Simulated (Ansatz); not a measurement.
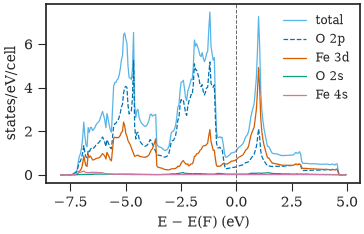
Total and projected density of states of SrFeO₃ (cubic perovskite, space group No. 221), PBEsol (plane waves, PAW; program Ansatz)

Q: Which orbitals carry the states next to the Fermi level?

A: Within 0.5 eV of the Fermi level: Fe 3d 63 %, O 2p 33 %. Projections are on Löwdin-orthogonalised atomic valence shells; empty p or d shells of many metals are not among them.

Q: Where is the tallest occupied peak in this window, and what makes it?

A: Near -1.2 eV, about 7.5 states/eV per cell; the largest projected share is O 2p.

Space group Pm-3m (cubic perovskite). The first step of the workflow began from a Materials Project structure, measured or hypothetical; the Crystallography Open Database copy checked does not list it. Its standing as an ambient phase is unchecked. Symmetry was held in the PBEsol relaxation; its stability against distortions is not shown here. The final state is ferromagnetic, chosen from 4 collinear starts compared on coarse meshes (ties went to the first, and starts can fall back to one state), not a proven ground state. No Hubbard U is applied. The compound may be a true metal, but semilocal functionals without U, or a wrong spin order, can also close a gap. Spin–orbit coupling is left out wherever it is not named.

Potentials: the later of the program's two PAW sets.
